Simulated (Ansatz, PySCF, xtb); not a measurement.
PH3 (SMILES P) and AsH3 (SMILES [AsH3]) are pulled apart as rigid monomers along the line of their centres of mass, from the B3LYP-D3(BJ)/def2-TZVP minimum. Starting geometry (charge 0, multiplicity 1):
```xyz
8

P     -0.55176     0.17664     0.27430
H      0.71621    -0.45639     0.25560
H     -1.26417    -1.04837     0.24527
H     -0.59407     0.34278    -1.13507
As    -0.45146    -0.24146     3.88995
H     -1.81519     0.43602     3.92784
H      0.28216     1.09215     3.94842
H     -0.41634    -0.40184     5.40819
```

Interaction energies with rigid monomers; basis-set methods are counterpoise corrected unless marked otherwise.

Frozen-core correlation. Filled d and f shells under p-block atoms count as core. Rows in 6-31G*, LANL2DZ, STO-3G carry no dispersion term and start afresh at each structure (6-31G* with six Cartesian d functions); the Pople sets are all-electron and without relativity. LANL2DZ brings its own core potentials from Na on.

The values were computed with Ansatz (Gaussian orbitals); PySCF for 6-31G* rows, LANL2DZ rows, STO-3G rows; xtb for the GFN methods. 

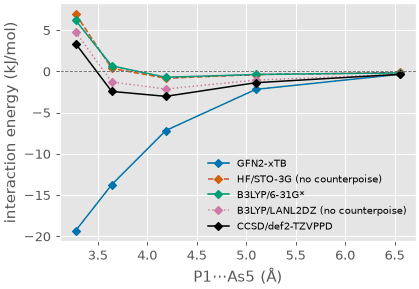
*Interaction energy against separation*

**Question.** Which level binds most strongly at P1···As5 = 3.64, and by how much?

**Answer.** GFN2-xTB, -14 kJ/mol.

Ansatz is a first-principles code.
